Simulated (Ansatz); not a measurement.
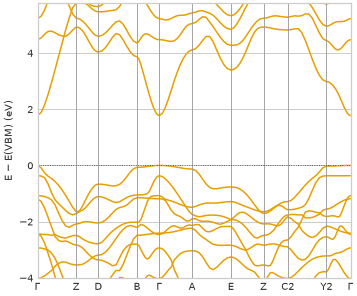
Fig. 1. Band structure from DFT-PBE in the program Ansatz with PAW potentials

Question: Read off the gap and where the band edges lie.

Answer: About 1.8 eV (1.77 eV by a search for the band edges); maximum at Γ, minimum at Γ.

The material is MgAl$_{3}$N$_{3}$O in space group Pm (No. 6; Pearson symbol mP8).

The start of the workflow was typed in or built on a structure type; neither database checked (COD, Materials Project) lists it. Its standing as an ambient phase is unchecked. Symmetry was held in the PBE relaxation; whether a distortion lowers the energy is not shown.

Potentials: the earlier of the program's two PAW sets.
